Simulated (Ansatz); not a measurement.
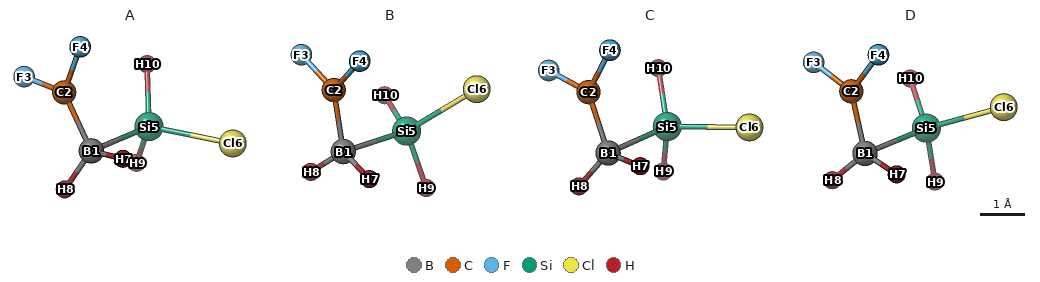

4 geometries from one relaxation of CH4BClF2Si, in shuffled order. Style: ball-and-stick. Shown from a free direction.

The start comes from PBE-D4/def2-SVP.

Level of theory: Ansatz, RKS PBE0-D4/def2-TZVP. Set-up: force threshold 0.005 eV/Å; at most 150 steps.

> Order the frames from highest to lowest energy.

A, C, D, B. They are steps 0, 11, 14, 23, at +4.19 kcal/mol, +2.77 kcal/mol, +1.38 kcal/mol relative to the last. The atom that moves furthest after the best rigid fit is Cl6 (1.32 Å). By element the largest moves are Cl 1.32 Å, H 1.17 Å, F 0.75 Å, C 0.30 Å, B 0.27 Å, Si 0.13 Å. Some distances before and after: B1–Si5 2.106 → 2.066 Å, Si5–Cl6 2.083 → 2.057 Å, Si5–H10 1.505 → 1.482 Å, Si5–H9 1.501 → 1.481 Å. Among the angles between lasting bonds that change: Si5–B1–H8 100.9° → 95.2°, B1–Si5–Cl6 108.8° → 114.4°, B1–Si5–H9 108.1° → 103.4°. Groups turn about B1–Si5 by about 70°. The energy falls by 4.19 kcal/mol in 22 accepted moves (23 points after the start). Largest force component: 0.84 eV/Å at the start, 0.0035 eV/Å at the end. The line search rejected the trial step at point 8 of the run. The run took about 14 core-minutes on a shared host.
